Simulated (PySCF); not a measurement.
# C5H8O2, SMILES `CC(=O)CC(C)=O`: electronic structure

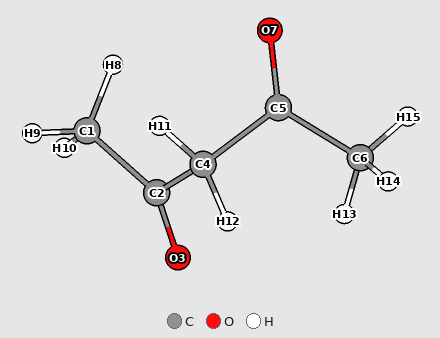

The molecule, with its atoms numbered as below. No frequency check shows the geometry to be a minimum.

Coordinates in Å:

```
C1      -1.9659    0.8905   -0.2918
C2      -1.1645   -0.3131    0.1007
O3      -1.3621   -1.4276   -0.3076
C4      -0.0002    0.0003    1.0320
C5       1.1645    0.3130    0.1007
C6       1.9660   -0.8906   -0.2916
O7       1.3621    1.4275   -0.3077
H8      -1.2880    1.6793   -0.6146
H9      -2.5209    1.2559    0.5706
H10     -2.6627    0.6430   -1.0881
H11     -0.2253    0.8714    1.6435
H12      0.2253   -0.8713    1.6436
H13      1.2881   -1.6795   -0.6144
H14      2.5209   -1.2559    0.5707
H15      2.6627   -0.6431   -1.0880
```

### 1. Bonding charge

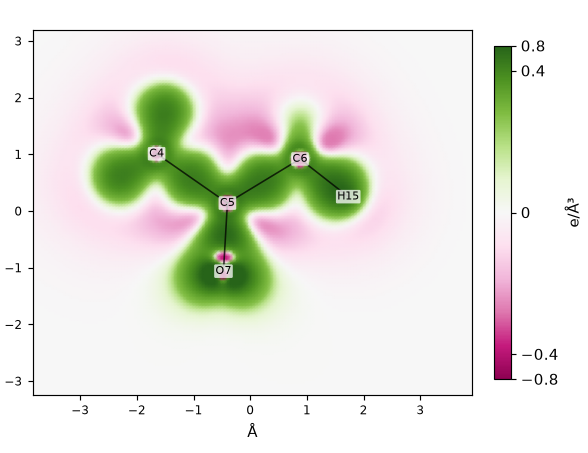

Deformation density (molecule less spherical, spin-averaged free atoms) in the plane of C4, C5, C6, O7 and H15; colour scale in e/Å³, logarithmic beyond ±0.1; green: gain, pink: loss.

PySCF calculation, B3LYP/aug-cc-pVDZ, gas phase; geometry: GFN2-xTB.

**How much density has each bond in this plane gained at its critical point, relative to the free atoms?**

C6–H15: +0.69 e/Å³ at the bond critical point (bond length 1.09 Å). C5–O7: +0.60 e/Å³ at the bond critical point (bond length 1.20 Å). C5–C6: +0.52 e/Å³ at the bond critical point (bond length 1.50 Å). C4–C5: +0.48 e/Å³ at the bond critical point (bond length 1.52 Å). In all, 3.5 electrons gather in the regions of gain relative to the promolecule.

### 2. Bond critical points

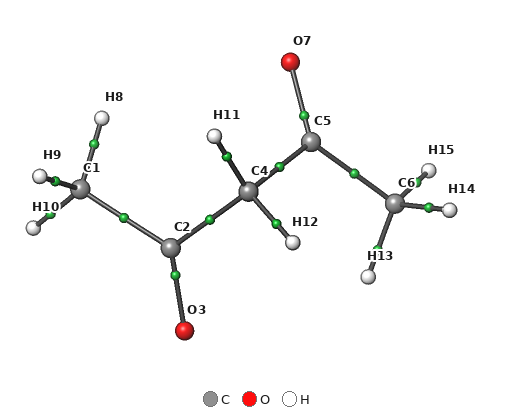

Molecular graph of the electron density (QTAIM): bond paths, bond critical points (green), ring points (magenta, if any); weak paths are dashed.

**How many critical points of each kind are there, and does the count close?**

15 nuclei, 14 bond, 0 ring and 0 cage critical points: 15 − 14 + 0 − 0 = 1, as the Poincaré–Hopf relation requires.

**Tabulate density, Laplacian, ellipticity and energy density at the bond critical points (atomic units).**

| bond | length (Å) | ρ (a.u.) | ∇²ρ (a.u.) | ε | H (a.u.) |
| --- | --- | --- | --- | --- | --- |
| C2–O3 (2 alike) | 1.203 | 0.414 | +0.44 | 0.01 | −0.722 |
| C4–H11 (2 alike) | 1.088 | 0.279 | −1.01 | 0.02 | −0.297 |
| C6–H15 (2 alike) | 1.087 | 0.279 | −1.02 | 0.00 | −0.298 |
| C1–H8 (2 alike) | 1.089 | 0.276 | −1.00 | 0.01 | −0.294 |
| C1–H9 (2 alike) | 1.089 | 0.273 | −0.97 | 0.01 | −0.290 |
| C1–C2 (2 alike) | 1.498 | 0.261 | −0.60 | 0.05 | −0.215 |
| C2–C4 (2 alike) | 1.524 | 0.247 | −0.53 | 0.06 | −0.196 |

**What kind of interaction is C2–C4?**

Shared-shell (covalent): ρ = 0.247, ∇²ρ = −0.53, H = −0.196 a.u.

### 3. Local ionisation energy

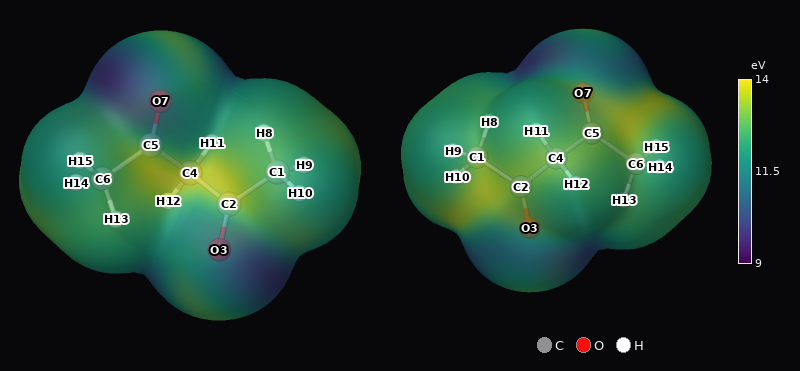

Average local ionisation energy on the surface of electron density 0.001 a.u. (back view left, front view right).

**Locate the minima of the map.**

The lowest value is 9.6 eV, 1.9 Å from O7. Further minima include 9.8 eV, 1.9 Å from O3; 12.0 eV, 1.3 Å from H9, and at like points elsewhere. For comparison, the highest occupied orbital lies at −7.2 eV.

**What volume does the surface enclose, and what is the dipole moment?**

About 140 Å³; the dipole moment is 1.7 D.

### 4. Excited states

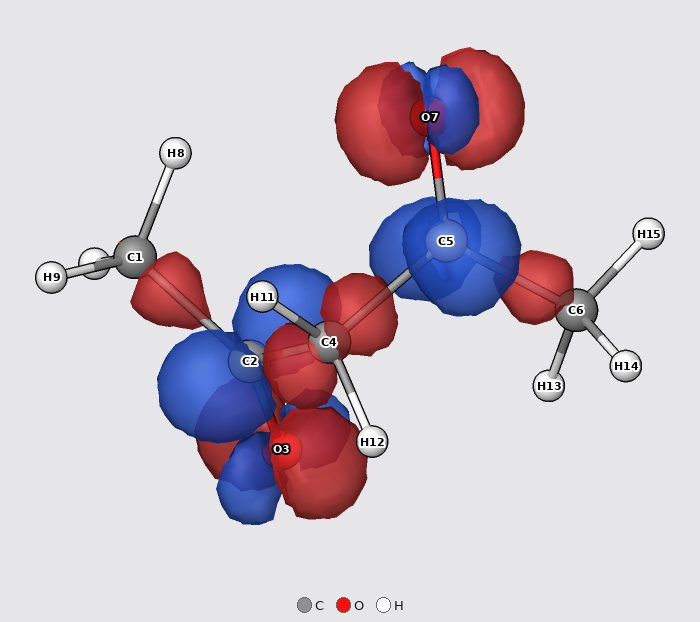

Unrelaxed difference density of S₁ less the ground state (TDA singlet states), ±0.05 e/Å³; blue: gain, red: loss.

Level of theory: B3LYP/6-31+G* (PySCF), at a geometry from GFN2-xTB.

**How does the charge move on excitation?**

0.71 e is displaced in all, of which about 0.4 e passes between atoms: O3 and O7 (0.14 e each) and C4 (0.05 e) lose electrons and C2 and C5 (0.15 e each) gain them. The state: 4.20 eV (295 nm), f = 0.015; the leading pair carries 90 %; hole on O3 and O7 (31 % each), C4 (11 %) and C2 and C5 (6 % each), electron on C2 and C5 (22 % each), O3 and O7 (17 % each) and C4 (6 %); their centroids lie 0.2 Å apart.

### 5. In an electric field

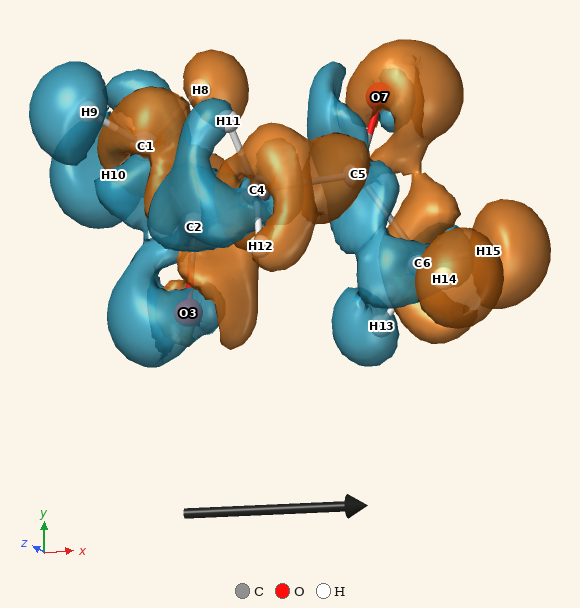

Change of the electron density in a uniform field of 0.21 V/Å along +x (arrow), surfaces at ±0.0015 e/Å³ (light blue: gain, orange: loss).

PySCF calculation, ωB97X/6-31+G*, gas phase; geometry: GFN2-xTB. The basis has diffuse s and p functions alone, which still leaves polarisabilities too small, most of all across bonds.

**What dipole is induced, and what polarisability does it imply?**

The induced dipole is 0.66 D (along the field); α along this axis, from the fields in both directions, is 64 bohr³ (9.6 Å³).

**Which atoms gain and lose the most charge?**

Electrons gather most on H10 (Hirshfeld charge changes by −0.006 e) and leave H15 most (+0.006 e); 0.062 electrons are displaced in all.

### 6. Removing or adding an electron

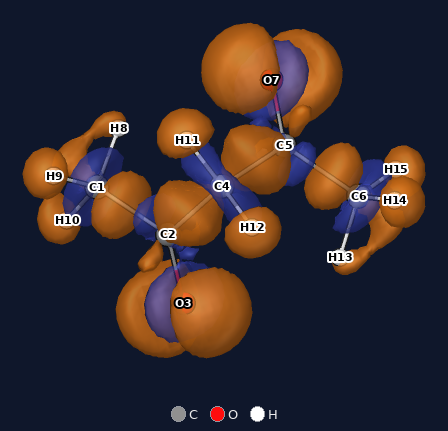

Fukui function f⁻ = ρ(N) − ρ(N−1) at fixed geometry, surfaces at ±0.02 e/Å³ (orange positive, blue negative).

PySCF calculation, ωB97X/6-31+G*, gas phase; geometry: GFN2-xTB.

**On which atoms does the density change most on removal of an electron?**

f⁻ (Hirshfeld-condensed) is largest on O3 and O7 (0.20 each); the vertical ionisation energy is 9.84 eV (the stability of the cation's solution wasn't checked). Condensed values hint at sites of electrophilic attack but needn't mark the atom that reacts. Orbital relaxation makes it negative in places (0.27 e in all).

| atom | f⁻ | charge |
| --- | --- | --- |
| C1 | +0.05 | −0.10 |
| C2 | +0.06 | +0.16 |
| O3 | +0.20 | −0.25 |
| C4 | +0.08 | −0.08 |
| C5 | +0.06 | +0.16 |
| C6 | +0.05 | −0.10 |
| O7 | +0.20 | −0.25 |
| H8 | +0.03 | +0.06 |
| H9 | +0.04 | +0.06 |
| H10 | +0.04 | +0.05 |
| H11 | +0.04 | +0.06 |
| H12 | +0.04 | +0.06 |
| H13 | +0.03 | +0.06 |
| H14 | +0.04 | +0.06 |
| H15 | +0.04 | +0.05 |

### 7. Localised orbitals

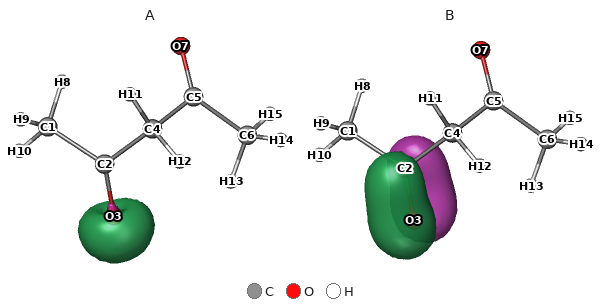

Pipek–Mezey orbitals, occupied; each surface holds about 80 % of the orbital's density. Energies are diagonal elements of the Fock matrix.

Level of theory: LDA (SVWN)/6-31+G* (PySCF), at a geometry from GFN2-xTB.

**Identify each orbital.**

By panel:
- A: lone pair on O3 (sp0.6-type) (O3 99 %; −14.1 eV)
- B: π bond O3–C2 (O3 66 %, C2 33 %; −10.0 eV)

**How do all the valence pairs divide up?**

20 pairs: 14 σ bonds, 4 lone pairs and 2 two-centre π bonds.

The PySCF runs shown took 26 s, 2.4 min, 40 s, 85 s and 17 s on 1 thread of Intel(R) Xeon(R) Platinum 8488C (Sapphire Rapids), with other jobs on the host.
